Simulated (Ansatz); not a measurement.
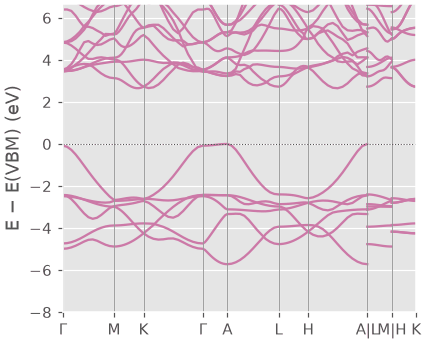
*Band structure from the program Ansatz at the r²SCAN level (PAW)*

### Question
Read off the gap and where the band edges lie.

### Answer
About 2.6 eV (2.65 eV by a search for the band edges); maximum at A, minimum on the H–A line, 48 % of the way from H.

### Question
Which of these materials gives this?
(A) Gd2SO2, P-3m1 (Gd on 2d, O on 2d, S on 1a)
(B) SrAs2O6, P-31m (Sr on 1a, As on 2d, O on 6k)
(C) BaMg2FeH8, P-3m1 (Pearson symbol hP12)
(D) Sr2H3I, P-3m1 (Sr on 2d, H on 1b, H on 2d, I on 1a)

### Answer
D, Sr2H3I, P-3m1 (Sr on 2d, H on 1b, H on 2d, I on 1a)

The first step of the workflow began from a Materials Project structure, measured or hypothetical; the Crystallography Open Database copy checked does not list it. Whether it is the stable phase at ambient conditions was not checked. The r²SCAN relaxation kept the symmetry of its start; whether a distortion lowers the energy is not shown. Scalar-relativistic: spin–orbit coupling is off unless named, which matters more the heavier the elements.

Potentials: the later of the program's two PAW sets.
